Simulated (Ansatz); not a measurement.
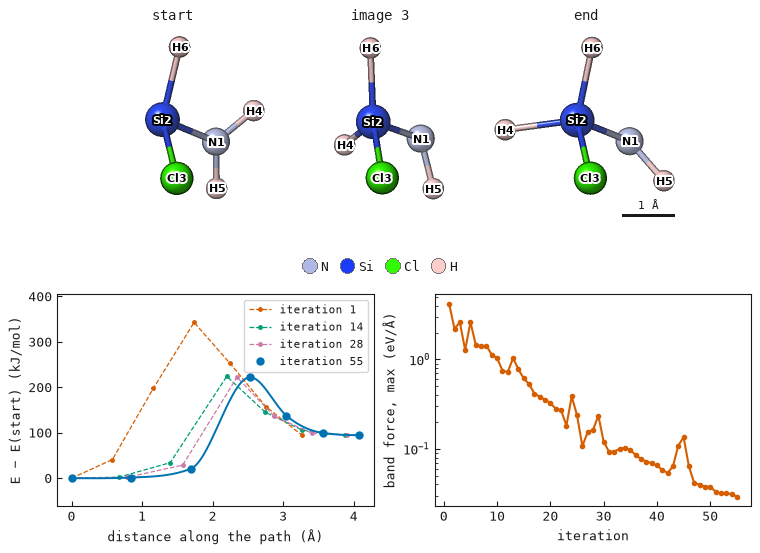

A nudged-elastic-band calculation for SiNH₃Cl (multiplicity 2). Images are numbered from 0 (start) to 6 (end). The plot follows the band through its iterations. Style: ball-and-stick. Shown from a free direction.

The calculation used UKS PBE0/def2-mTZVP (Ansatz 0.2.0). Run with 5 movable images; climbing image from the first iteration; force threshold 0.03 eV/Å; iteration limit 60; optimiser FIRE; starting path through a guess of the saddle point.

Did the band converge, and can the barrier be trusted?

The run is converged, with reservations. The band converged in 55 iterations. The largest component of the band force went from 4.2 to 0.029 eV/Å. The climbing image converged on the top of the path. Its curvatures weren't checked. The first iteration put the highest image at 342.9 kJ/mol. The energy climbs by 222.1 kJ/mol to image 3 and then falls by 127.3 kJ/mol, so the end point sits at +94.8 kJ/mol.

The run took 7.8 min on 2 threads of Arm Neoverse V1, with other jobs on the host, peak memory 0.17 GiB.
